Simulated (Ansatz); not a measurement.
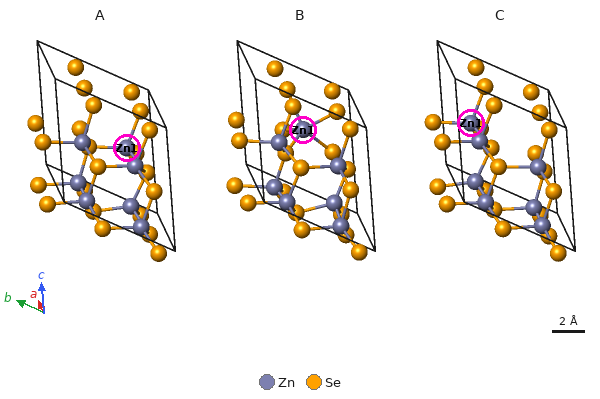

3 geometries from a converged minimum-energy path of a defect cell of composition Zn₇Se₈ (cell charge −2) (15 atoms in the cell), shuffled. Style: ball-and-stick. Shown: the reduced simulation cell (origin moved), from a free direction. The moving atom is ringed, with any periodic copies. Lengths and directions refer to the drawn axes. Bonds to atoms that aren't drawn are left out.

Theory: DFT r2SCAN, scalar-relativistic, plane waves, PAW in Ansatz. Set-up: plane-wave cutoff 500 eV; k-point mesh 2 × 2 × 2; Gaussian smearing 0.02 eV; 5 movable images; climbing image.

### Which of them lies highest in energy?

B. In order along the path, whose images run from 0 to 6: C (image 0, 0.00 eV), B (image 3, +1.64 eV), A (image 6, 0.00 eV). A Zn atom travels furthest, 4.01 Å from end to end, along −b, on a path that bends up to 0.61 Å away from the straight line. At the highest image its nearest neighbour (Se) is 2.38 Å away, against 2.42 Å at the start, and the surrounding atoms stand up to 0.57 Å off the mean of their end positions.

Limits of the set-up: the periodic images lie only 8.0 Å apart, so the values are limited by the cell's size; the cell is charged, on a uniform background, and energies carry no finite-size correction.
